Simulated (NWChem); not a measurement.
# One shape, several levels: GeClF (SMILES [F][Ge][Cl])

Aim: a comparison of 6 runs (PBE/6-31G*, PBE/6-31G**, PBE/STO-3G, PBE/3-21G, PBE/6-31G, PBE/6-311G**) of GeClF. 

Program for the calculation: NWChem 7.3.0.

**1. The system as given**

GeClF has 3 atoms, charge 0, and is taken as a singlet. SMILES: `[F][Ge][Cl]`. The shape is that of a PBE0-D4/def2-TZVP optimisation.

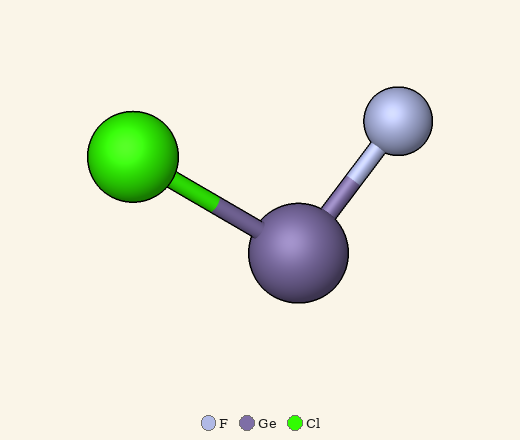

Viewed from a chosen angle; fluorine light blue, germanium purple, chlorine green.

**2. Energy and gradient at PBE/6-31G(d) (spherical functions) (run 1)**

input.nw

```
start input
title "ClFGe gradient"
memory total 2200 mb

geometry units bohr noautosym nocenter noautoz
   F    0.20862576   2.68095445   0.38966153
   Ge  -1.44148309   0.06727425  -0.77535463
   Cl   1.21244828  -2.87068296   0.36093769
end

basis spherical bse
   F library 6-31G*
   Ge library 6-31G*
   Cl library 6-31G*
end

dft
   xc xpbe96 cpbe96
   grid fine
   convergence energy 1e-08
   iterations 100
   mulliken
   print low
end

task dft gradient
```

Launch:

```console
$ nwchem input.nw > input.out
```

The log of the run:

```text
[...]
 d= 0,ls=0.0,diis     1  -2636.1191809434 -2.88D+03  3.94D-02  7.74D-01     1.4
[...]
 d= 0,ls=0.0,diis    11  -2636.2261442317 -6.81D-09  1.52D-06  6.79D-09     9.3
         Total DFT energy =    -2636.226144231710
      One electron energy =    -4159.479090777436
           Coulomb energy =     1394.021510432126
    Exchange-Corr. energy =     -117.145915856561
 Nuclear repulsion energy =      246.377351970160
[...]
      Total Density - Mulliken Population Analysis
     ---------------------------------------------
    Atom       Charge   Shell Charges
 -----------   ------   -------------------------------------------------------
    1 F    9     9.32   2.00  0.94  3.27  1.03  2.08  0.01
    2 Ge  32    31.51   2.00  2.00  6.00  2.00  5.99  1.66  1.26  0.28  0.15  6.85  2.93  0.39
    3 Cl  17    17.17   2.00  2.00  5.97  1.42  3.60  0.53  1.65  0.01
[...]
                         DFT ENERGY GRADIENTS
    atom               coordinates                        gradient
                 x          y          z           x          y          z
   1 F       0.208626   2.680954   0.389662   -0.004962  -0.010166  -0.003741
   2 Ge     -1.441483   0.067274  -0.775355    0.012411   0.000486   0.006782
   3 Cl      1.212448  -2.870683   0.360938   -0.007449   0.009680  -0.003041
 Task  times  cpu:       15.5s     wall:       15.5s
 Total times  cpu:       15.6s     wall:       15.6s
```

Run time: 17 s. Hardware: 1 thread of AMD EPYC 9R14 (Zen 4), shared host; peak memory 0.11 GiB.

**3. Energy and gradient at PBE/6-31G(d,p) (spherical functions) (run 2)**

clfge.nw

```
START clfge
memory stack 880 mb heap 220 mb global 1100 mb

GEOMETRY units angstroms noautosym nocenter noautoz
 F      0.110400     1.418700     0.206200
 Ge    -0.762800     0.035600    -0.410300
 Cl     0.641600    -1.519100     0.191000
END

BASIS spherical bse
 * library 6-31G**
END

DFT
 xc xpbe96 cpbe96
 grid fine
 convergence energy 1e-08
 maxiter 100
 mulliken
 print low
END

TASK dft gradient
```

Launch:

```console
$ nwchem clfge.nw > clfge.out
```

The log of the run:

```text
[...]
 d= 0,ls=0.0,diis     1  -2636.1191809658 -2.88D+03  3.94D-02  7.74D-01     1.6
[...]
 d= 0,ls=0.0,diis    11  -2636.2261442253 -6.84D-09  1.52D-06  6.79D-09     9.6
         Total DFT energy =    -2636.226144225287
      One electron energy =    -4159.479126436632
           Coulomb energy =     1394.021528367747
    Exchange-Corr. energy =     -117.145915936871
 Nuclear repulsion energy =      246.377369780469
[...]
      Total Density - Mulliken Population Analysis
     ---------------------------------------------
    Atom       Charge   Shell Charges
 -----------   ------   -------------------------------------------------------
    1 F    9     9.32   2.00  0.94  3.27  1.03  2.08  0.01
    2 Ge  32    31.51   2.00  2.00  6.00  2.00  5.99  1.66  1.26  0.28  0.15  6.85  2.93  0.39
    3 Cl  17    17.17   2.00  2.00  5.97  1.42  3.60  0.53  1.65  0.01
[...]
                         DFT ENERGY GRADIENTS
    atom               coordinates                        gradient
                 x          y          z           x          y          z
   1 F       0.208626   2.680954   0.389661   -0.004962  -0.010166  -0.003741
   2 Ge     -1.441483   0.067274  -0.775355    0.012411   0.000486   0.006782
   3 Cl      1.212448  -2.870683   0.360938   -0.007449   0.009680  -0.003041
 Task  times  cpu:       16.2s     wall:       16.2s
 Total times  cpu:       16.2s     wall:       16.2s
```

Wall time 17 s (1 thread of AMD EPYC 9R14 (Zen 4), shared host); peak memory 0.11 GiB.

Runs 3 to 5 aren't shown in full; the table further down has their settings and results.

**4. Energy and gradient at PBE/6-311G(d,p) (run 6)**

struct.nw

```
start struct
memory 2200 mb
geometry units angstroms noautosym nocenter noautoz
F     0.110400    1.418700    0.206200
Ge   -0.762800    0.035600   -0.410300
Cl    0.641600   -1.519100    0.191000
end
basis spherical bse
* library 6-311G**
end
dft
xc xpbe96 cpbe96
grid fine
convergence energy 1e-08
maxiter 100
mulliken
noprint "final vectors analysis"
end
task dft gradient
```

Launch:

```console
$ nwchem struct.nw > struct.out
```

The log of the run:

```text
[...]
          Wavefunction type:  closed shell.
          No. of atoms     :     3
          No. of electrons :    58
[...]
          Charge           :     0
          Spin multiplicity:     1
[...]
          AO basis - number of functions:    88
[...]
              XC Information
              --------------
          PerdewBurkeErnzerhof Exchange Functional  1.000
            Perdew 1991 LDA Correlation Functional  1.000 local
           PerdewBurkeErnz. Correlation Functional  1.000 non-local
[...]
 d= 0,ls=0.0,diis     1  -2636.4147668307 -2.88D+03  2.23D-02  5.22D+00     1.3
[...]
 d= 0,ls=0.0,diis    12  -2636.5370223362 -4.32D-10  5.92D-07  3.12D-09     9.4
         Total DFT energy =    -2636.537022336176
      One electron energy =    -4160.136502358955
           Coulomb energy =     1394.373657140492
    Exchange-Corr. energy =     -117.151546898182
 Nuclear repulsion energy =      246.377369780469
[...]
      Total Density - Mulliken Population Analysis
     ---------------------------------------------
    Atom       Charge   Shell Charges
 -----------   ------   -------------------------------------------------------
    1 F    9     9.39   1.08  0.92  1.18  1.09  2.29  0.91  1.93  0.00
    2 Ge  32    31.37   0.77  1.19  1.03  0.95  0.87  1.17  1.36  0.58  0.50  5.47  4.52  1.45  0.60  0.58  0.14  8.09  1.83  0.28
    3 Cl  17    17.24   0.78  1.19  0.89  1.09  1.03  1.00  7.42 -1.51  1.07  2.99  1.29  0.01
[...]
  wavefunction    = closed shell
                         DFT ENERGY GRADIENTS
    atom               coordinates                        gradient
                 x          y          z           x          y          z
   1 F       0.208626   2.680954   0.389661   -0.008269  -0.014431  -0.005976
   2 Ge     -1.441483   0.067274  -0.775355    0.015575   0.005515   0.009018
   3 Cl      1.212448  -2.870683   0.360938   -0.007306   0.008916  -0.003042
[...]
```

Run time: 16 s. Hardware: 1 thread of AMD EPYC 9R14 (Zen 4), shared host; peak memory 0.12 GiB.

**5. All runs side by side**

```csv
run,level,energy (Eh),largest force (eV/Å),wall time
1,PBE/6-31G* (spherical functions),-2636.226144,0.728,17 s
2,PBE/6-31G** (spherical functions),-2636.226144,0.728,17 s
3,PBE/STO-3G,-2605.985141,2.502,3.6 s
4,PBE/3-21G,-2623.698306,1.827,4.5 s
5,PBE/6-31G,-2636.118256,1.996,13 s
6,PBE/6-311G**,-2636.537022,0.968,16 s
```

**6. Outcome**

| quantity | value |
| --- | --- |
| run 6: total energy | -2636.53702 Eh |
| run 6: dipole moment | 2.30 D |
| run 6: largest force on an atom | 0.968 eV/Å |

Over runs 4, 5, 6 the dipole moment (its size) runs from 2.30 D (PBE/6-311G**) to 2.51 D (PBE/6-31G). In run 3 the basis is minimal, so the values are rough. All runs together took 70 s, the longest 17 s.
